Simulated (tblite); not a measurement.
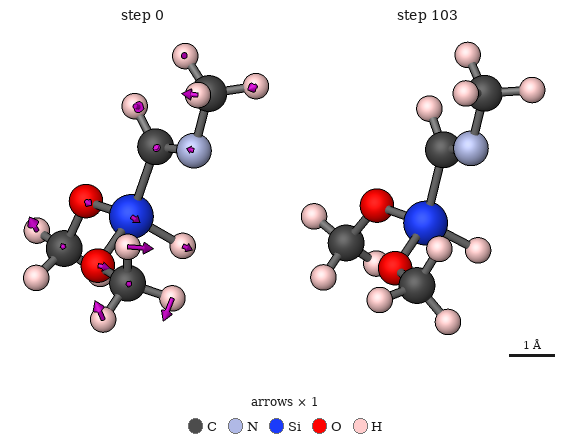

The structure of C4H11NO2Si before (left) and after (right) a relaxation, at one scale. The purple arrows give the displacements, at their true length.

The picture is a ball-and-stick view, seen from a free direction.

These are results of GFN2-xTB geometry optimisation, gas phase (tblite 0.8.0), not measurements. 

Describe what moved and what it gained.

Answer. An H atom moves most after the best rigid fit: 0.63 Å. Largest moves by element: H 0.63 Å, O 0.29 Å, Si 0.26 Å, C 0.21 Å, N 0.19 Å. Some distances before and after: O–Si 1.672 → 1.615 Å, C–N 1.477 → 1.431 Å, C–N 1.285 → 1.260 Å, C–Si 1.910 → 1.886 Å. Among the angles between lasting bonds that change: Si–O–C 118.2° → 128.2°, Si–O–C 117.8° → 127.2°, C–Si–O 111.8° → 102.7°. Groups turn about C–O by about 35°. After 103 geometry steps the energy has fallen by 8.61 kcal/mol. The run took 0.84 s on 1 thread of Arm Neoverse V1, on a shared host.
